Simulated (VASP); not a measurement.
Band structure of LiCl (rock salt). Computed with optB86b-vdW, VASP's PBE PAW potentials (set 64) (plane waves; VASP).

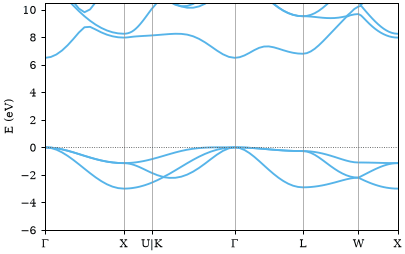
Fig. 1. Bands along high-symmetry lines, zero at the valence-band maximum or, without a gap, the Fermi level

Task: Read the plot: is there a gap, and where are the band edges?

Result: The gap is indirect, 6.50 eV, from the valence maximum at K-Γ at 0.79 to the conduction minimum at Γ. (Edges off the drawn lines would not show.)

Measured: gap 9.40 eV (computed value off by -2.90 eV), as given by Wei Chen et al., Physical Review Materials (2018), doi:10.1103/physrevmaterials.2.073803.

The compound is LiCl in the rock salt structure. It was relaxed first.
